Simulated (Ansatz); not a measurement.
**HF/STO-3G run of Si2H6 (disilane)**

Aim: the energy change on altering one bond length of Si2H6 (disilane) at HF/STO-3G, from 2 runs. 

The results are computed with Ansatz 0.2.0.

35 further runs of the same task are left out: 7 that didn't finish, 28 set aside as unsound or not needed. Runs told in other sessions of the task aren't counted.

## Step 1: The structure to begin with

The species is Si2H6 (8 atoms), meant as a singlet with charge 0. As SMILES, `[SiH3][SiH3]`. Geometry: relaxed at PBE0-D4/def2-TZVP.

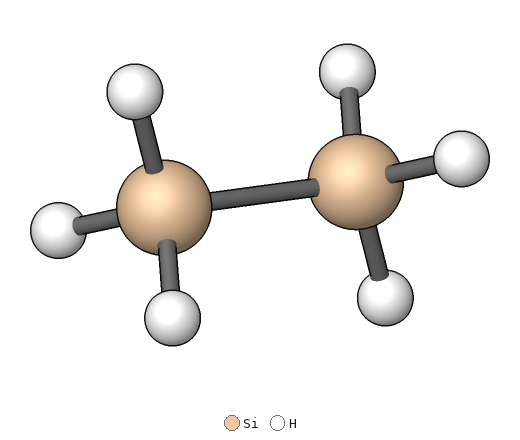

The structure, seen from a chosen angle (silicon light orange, hydrogen white).

## Step 2: A single-point energy at HF/STO-3G

run.yaml

```yaml
crystal:
  periodic: [false, false, false]
  atoms:
    - {symbol: Si, position_ang: [-0.340500, 0.490200, -1.004900]}
    - {symbol: Si, position_ang: [0.363500, -0.504400, 0.991000]}
    - {symbol: H, position_ang: [0.833900, 0.948200, -1.794900]}
    - {symbol: H, position_ang: [-1.112900, -0.483900, -1.821900]}
    - {symbol: H, position_ang: [-1.208000, 1.664100, -0.717900]}
    - {symbol: H, position_ang: [1.139000, 0.468600, 1.806300]}
    - {symbol: H, position_ang: [1.228100, -1.680500, 0.704000]}
    - {symbol: H, position_ang: [-0.811000, -0.959200, 1.782600]}
basis:
  gaussian: {orbitals: STO-3G}
accuracy: high
output: {orbitals: {seedname: orbitals}}
hamiltonian: {xc: hf}
```

Launch:

```console
ansatz run run.yaml --threads 1 --pin off --max-ram 3480MiB --events-out events.jsonl --progress --plain --runs-dir runs
```

Standard output:

```text
Warning: RAYON_NUM_THREADS=1 ignored (pool sized by the plan → 1); use --threads N
Functional definition: HF
  name "HF"
  exchange = exact_x
  correlation = 0
435 factors; integrals over basis functions are off by at most 6.5e-9 eV
mean field evaluation 1: about -15637.7904 eV, gradient 9.3e0 eV
mean field evaluation 2: about -15637.7817 eV, gradient 9.2e0 eV
mean field evaluation 4: about -15638.1973 eV, gradient 3.6e-1 eV
mean field evaluation 8: about -15638.1976 eV, gradient 8.9e-6 eV
mean field -15638.19763378 eV, -574.6931630902 hartree, gradient 1.5e-8 eV, S^2 0.000000; 0 other end points of the search recorded, 0 dependent functions left out
reference -15638.19763378 eV, -574.6931630902 hartree; 17, 17 occupied and 7, 7 virtual orbitals, 435 factors
Total energy: -15638.19763378 eV, -574.6931630902 hartree
```

It took 0.14 s on 1 thread of Arm Neoverse V1, shared host.

## Step 3: The distorted shape

run.yaml

```yaml
basis:
  gaussian:
    orbitals: STO-3G
crystal:
  periodic: [false, false, false]
  atoms:
    - {symbol: Si, position_ang: [-0.080242, 0.138019, -1.091003]}
    - {symbol: Si, position_ang: [0.623758, -0.856581, 0.904897]}
    - {symbol: H, position_ang: [1.094158, 0.596019, -1.881003]}
    - {symbol: H, position_ang: [-0.852642, -0.836081, -1.908003]}
    - {symbol: H, position_ang: [-1.208000, 1.664100, -0.717900]}
    - {symbol: H, position_ang: [1.399258, 0.116419, 1.720197]}
    - {symbol: H, position_ang: [1.488358, -2.032681, 0.617897]}
    - {symbol: H, position_ang: [-0.550742, -1.311381, 1.696497]}
hamiltonian:
  xc: hf
accuracy: high
output: {orbitals: {seedname: orbitals}}
```

Launch:

```console
ansatz run run.yaml --threads 1 --pin off --max-ram 3480MiB --events-out events.jsonl --progress --plain --runs-dir runs
```

Standard output:

```text
Warning: RAYON_NUM_THREADS=1 ignored (pool sized by the plan → 1); use --threads N
[... 4 set-up lines as earlier in the session ...]
435 factors; integrals over basis functions are off by at most 9.3e-9 eV
mean field evaluation 1: about -15635.3120 eV, gradient 1.2e1 eV
mean field evaluation 2: about -15635.2980 eV, gradient 1.2e1 eV
mean field evaluation 4: about -15636.0348 eV, gradient 6.1e-1 eV
mean field evaluation 8: about -15636.0360 eV, gradient 1.9e-6 eV
mean field -15636.03603891 eV, -574.6137259441 hartree, gradient 7.5e-8 eV, S^2 0.000000; 0 other end points of the search recorded, 0 dependent functions left out
reference -15636.03603891 eV, -574.6137259441 hartree; 17, 17 occupied and 7, 7 virtual orbitals, 435 factors
Total energy: -15636.03603891 eV, -574.6137259441 hartree
```

Wall time 0.14 s (1 thread of Arm Neoverse V1, shared host).

## Step 4: Outcome

At HF/STO-3G:

```
                                                          quantity          value
                                         first shape: total energy  -574.69316 Eh
                                          first shape: HOMO energy       -8.73 eV
                                          first shape: LUMO energy       11.05 eV
                                        first shape: HOMO–LUMO gap       19.78 eV
                                     distorted shape: total energy  -574.61373 Eh
                                      distorted shape: HOMO energy       -8.32 eV
                                      distorted shape: LUMO energy        8.52 eV
                                    distorted shape: HOMO–LUMO gap       16.85 eV
energy change with the Si1–H5 bond stretched from 1.488 to 1.934 Å       2.162 eV
```

In words: With the Si1–H5 bond stretched from 1.488 to 1.934 Å the energy rises by 2.16 eV (209 kJ/mol). The first shape isn't relaxed at this level, so the change isn't measured from a minimum. The minimal basis adds a large error of its own.
